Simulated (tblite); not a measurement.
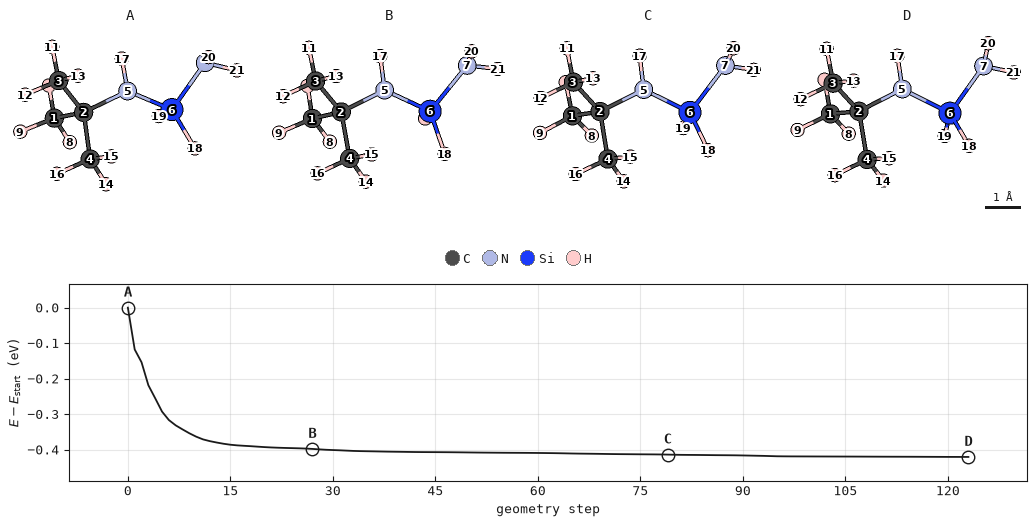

Frames of a relaxation of C$_{4}$H$_{14}$N$_{2}$Si, marked on the history of the run. Style: ball-and-stick. Shown at a tilt.

Theory: tblite 0.8.0, GFN2-xTB geometry optimisation, gas phase. 

**What happens along the run?**

The atom that moves furthest after the best rigid fit is an H atom (0.74 Å). Largest moves by element: H 0.74 Å, Si 0.29 Å, N 0.26 Å, C 0.16 Å. Near-neighbour distances that change, for instance: N–Si 1.688 → 1.729 Å, N–Si 1.676 → 1.716 Å, C–H 1.107 → 1.087 Å, C–N 1.465 → 1.449 Å. Among the angles between lasting bonds that change: Si–N–H 106.5° → 117.2°, Si–N–H 104.7° → 114.6°, Si–N–H 108.5° → 116.2°. After 123 geometry steps the energy has fallen by 0.420 eV. From step 0 to 27: an H atom moves most (0.31 Å), energy −0.398 eV. From step 27 to 79: H atoms move most (0.35 Å), energy −0.016 eV. From step 79 to 123: an H atom moves most (0.29 Å), energy −0.007 eV.
